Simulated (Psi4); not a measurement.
**MP2/aug-pcseg-1 (density fitting, density fitting for correlation, sweep point 2) run of CH5NSi (SMILES C[Si]N)**

Aim: the vertical singlet–triplet gap of CH5NSi at MP2/aug-pcseg-1 (density fitting, density fitting for correlation, sweep point 2), from 2 runs. The job is set up through a Python script.

The calculation is run with Psi4 1.11.

**1. The system as given**

CH5NSi: 8 atoms, total charge 0, spin state singlet. SMILES: `C[Si]N`. The shape is that of a PBE0-D4/def2-TZVP optimisation. This is one conformer, not always the lowest.

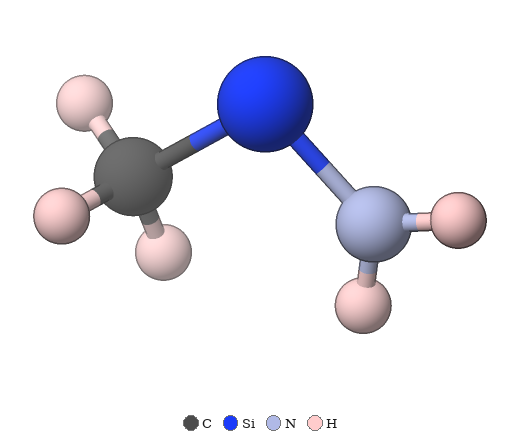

The structure, seen from a chosen angle (carbon dark grey, silicon blue, nitrogen light blue, hydrogen pink).

**2. A single-point energy at MP2/aug-pcseg-1 (density fitting, density fitting for correlation, sweep point 2)**

The input, ch5nsi.py:

```python
import psi4

psi4.set_memory(1600000000)
psi4.set_num_threads(1)
psi4.core.set_output_file('psi4.out', False)

molecule = psi4.geometry("""
C     -1.24721924     1.55845713    -1.04331779
Si     1.82131804     1.23550294     0.80823586
N      1.76160269    -1.95473270     1.30523383
H     -1.93961489    -0.19237412    -1.89785195
H     -1.06297095     2.99219235    -2.52108362
H     -2.70495397     2.25822272     0.25681378
H      3.12031578    -2.83817967     2.30565484
H      0.42556632    -3.16661407     0.68086832
units bohr
symmetry c1
""")

options = {'basis': 'aug-pcseg-1', 'puream': True, 'scf_type': 'df', 'num_frozen_docc': 7}
psi4.set_options(options)

energy_value, wavefunction = psi4.energy('mp2', molecule=molecule, return_wfn=True)
print(f'mp2 energy: {energy_value:.10f} Eh')
```

Launch:

```console
$ python ch5nsi.py
```

psi4.out, cut to the lines that bear on the results:

```text
[...]
  Running in c1 symmetry.
[...]
  Nuclear repulsion =  100.369090676584037
[...]
  Multiplicity = 1
[...]
  Nalpha       = 16
  Nbeta        = 16
[...]
    Number of basis functions: 118
[...]
   @DF-RHF iter   1:  -383.93104859190777   -6.75449e-01   4.98053e-03 ADIIS/DIIS
[...]
   @DF-RHF iter  11:  -384.11393458883163   -2.93312e-11   8.13503e-09 DIIS
[...]
    Orbital Energies [Eh]
    ---------------------
    Doubly Occupied:
       1A    -68.745386     2A    -15.544595     3A    -11.193978
       4A     -6.112145     5A     -4.224475     6A     -4.224203
       7A     -4.222308     8A     -1.148802     9A     -0.937038
      10A     -0.677387    11A     -0.672850    12A     -0.554564
      13A     -0.547898    14A     -0.480035    15A     -0.428640
      16A     -0.311017
[...]
  @DF-RHF Final Energy:  -384.11393458883163
   => Energetics <=
    Nuclear Repulsion Energy =            100.3690906765840367
    One-Electron Energy =                -728.9154090194457467
    Two-Electron Energy =                 244.4323837540300417
    Total Energy =                       -384.1139345888316257
[...]
 Multipole Moments:
 ------------------------------------------------------------------------------------
     Multipole            Electronic (a.u.)      Nuclear  (a.u.)        Total (a.u.)
 ------------------------------------------------------------------------------------
 L = 1.  Multiply by 2.5417464519 to convert [e a0] to [Debye]
 Dipole X            :          3.1642245           -3.5216502           -0.3574258
 Dipole Y            :          0.8118086           -1.5048370           -0.6930284
 Dipole Z            :          1.6255342           -1.7229946           -0.0974604
 Magnitude           :                                                    0.7858372
[...]
```

On the terminal:

```text
mp2 energy: -384.5357502038 Eh
```

It took 3 s on 1 thread of Intel Xeon Platinum 8223CL at 3.00GHz (Skylake/Cascade Lake), shared host; peak memory 0.23 GiB.

**3. The triplet**

The input, job.py:

```python
import psi4

psi4.set_memory('1600 MB')
psi4.set_num_threads(1)
psi4.set_output_file('run.log', False)

geom = psi4.geometry("""
0 3
C     -1.24721924     1.55845713    -1.04331779
Si     1.82131804     1.23550294     0.80823586
N      1.76160269    -1.95473270     1.30523383
H     -1.93961489    -0.19237412    -1.89785195
H     -1.06297095     2.99219235    -2.52108362
H     -2.70495397     2.25822272     0.25681378
H      3.12031578    -2.83817967     2.30565484
H      0.42556632    -3.16661407     0.68086832
units au
symmetry c1
""")

psi4.set_options({
    'reference': 'uhf',
    'puream': True,
    'scf_type': 'df',
    'num_frozen_docc': 7,
    'maxiter': 100,
})

energy_value, wavefunction = psi4.energy('mp2/aug-pcseg-1', return_wfn=True)
print(f'total energy {energy_value:.8f} hartree = {energy_value * 27.211386:.5f} eV')
for k, v in sorted(psi4.core.scalar_variables().items()):
    print(f'{k:45s} {v:18.10f}')
```

Launch:

```console
$ python job.py
```

run.log, cut to the lines that bear on the results:

```text
[...]
  Running in c1 symmetry.
[...]
  Nuclear repulsion =  100.369090676584037
[...]
  Multiplicity = 3
[...]
  Nalpha       = 17
  Nbeta        = 15
[...]
    Number of basis functions: 118
[...]
   @DF-UHF iter   1:  -383.84202360258860   -5.86424e-01   5.14169e-03 ADIIS/DIIS
[...]
   @DF-UHF iter  14:  -384.04907625576834   -2.21689e-11   9.39008e-09 DIIS
[...]
   @S^2 Observed:                2.005096363E+00
[...]
    Orbital Energies [Eh]
    ---------------------
    Alpha Occupied:
       1A    -68.760249     2A    -15.525921     3A    -11.210509
       4A     -6.131382     5A     -4.251071     6A     -4.247739
       7A     -4.241244     8A     -1.142909     9A     -0.945456
      10A     -0.697031    11A     -0.662905    12A     -0.565790
      13A     -0.556698    14A     -0.501088    15A     -0.449483
      16A     -0.403226    17A     -0.236685
    Alpha Virtual:
      18A      0.030442    19A      0.037905    20A      0.039312
      21A      0.047823    22A      0.060152    23A      0.062371
      24A      0.070544    25A      0.080427    26A      0.088325
[...]
  @DF-UHF Final Energy:  -384.04907625576834
   => Energetics <=
    Nuclear Repulsion Energy =            100.3690906765840367
    One-Electron Energy =                -728.7285922870281638
    Two-Electron Energy =                 244.3104253546758002
    Total Energy =                       -384.0490762557683411
  UHF NO Occupations:
  HONO-2 :   15  A 1.9987876
  HONO-1 :   16  A 1.0000000
  HONO-0 :   17  A 1.0000000
  LUNO+0 :   18  A 0.0012124
  LUNO+1 :   19  A 0.0010530
[...]
 Multipole Moments:
 ------------------------------------------------------------------------------------
     Multipole            Electronic (a.u.)      Nuclear  (a.u.)        Total (a.u.)
 ------------------------------------------------------------------------------------
 L = 1.  Multiply by 2.5417464519 to convert [e a0] to [Debye]
 Dipole X            :          3.4220533           -3.5216502           -0.0995969
 Dipole Y            :          1.1793854           -1.5048370           -0.3254516
 Dipole Z            :          1.7608843           -1.7229946            0.0378897
 Magnitude           :                                                    0.3424528
[...]
```

Standard output:

```text
total energy -384.44944287 hartree = -10461.40219 eV
CURRENT CORRELATION ENERGY                         -0.4003666111
CURRENT ENERGY                                   -384.4494428669
CURRENT REFERENCE ENERGY                         -384.0490762558
CUSTOM SCS-MP2 CORRELATION ENERGY                  -0.3963422250
CUSTOM SCS-MP2 TOTAL ENERGY                      -384.4454184807
DD SOLVATION ENERGY                                 0.0000000000
HF KINETIC ENERGY                                 384.5734278182
HF POTENTIAL ENERGY                              -768.6225040740
HF TOTAL ENERGY                                  -384.0490762558
HF VIRIAL RATIO                                     1.9986365372
MP2 CORRELATION ENERGY                             -0.4003666111
MP2 DOUBLES ENERGY                                 -0.4003666111
MP2 OPPOSITE-SPIN CORRELATION ENERGY               -0.3033307938
MP2 SAME-SPIN CORRELATION ENERGY                   -0.0970358174
MP2 SINGLES ENERGY                                 -0.0000000000
MP2 TOTAL ENERGY                                 -384.4494428669
NUCLEAR REPULSION ENERGY                          100.3690906766
ONE-ELECTRON ENERGY                              -728.7285922870
PCM POLARIZATION ENERGY                             0.0000000000
PE ENERGY                                           0.0000000000
SCF ITERATION ENERGY                             -384.0490762558
SCF ITERATIONS                                     14.0000000000
SCF TOTAL ENERGY                                 -384.0490762558
SCS-MP2 CORRELATION ENERGY                         -0.3963422250
SCS-MP2 TOTAL ENERGY                             -384.4454184807
TWO-ELECTRON ENERGY                               244.3104253547
```

It took 3.6 s on 1 thread of Intel Xeon Platinum 8223CL at 3.00GHz (Skylake/Cascade Lake), shared host; peak memory 0.23 GiB.

**4. What came out**

At MP2/aug-pcseg-1 (density fitting, density fitting for correlation, sweep point 2), 7 core orbitals frozen:

```
                                                           quantity          value
                                              singlet: total energy  -384.53575 Eh
                       singlet: HOMO energy (Hartree–Fock orbitals)       -8.46 eV
                       singlet: LUMO energy (Hartree–Fock orbitals)        0.82 eV
                     singlet: HOMO–LUMO gap (Hartree–Fock orbitals)        9.29 eV
               singlet: correlation energy (7 core orbitals frozen)     -421.8 mEh
                                              triplet: total energy  -384.44944 Eh
triplet: HOMO energy (Hartree–Fock orbitals) (highest over α and β)       -6.44 eV
 triplet: LUMO energy (Hartree–Fock orbitals) (lowest over α and β)        0.15 eV
               triplet: correlation energy (7 core orbitals frozen)     -400.4 mEh
                         triplet: ⟨S²⟩ of the reference determinant          2.005
                   vertical energy of the triplet above the singlet       2.349 eV
```

**Reading.** At this shape the triplet lies 2.35 eV (227 kJ/mol) above the singlet.
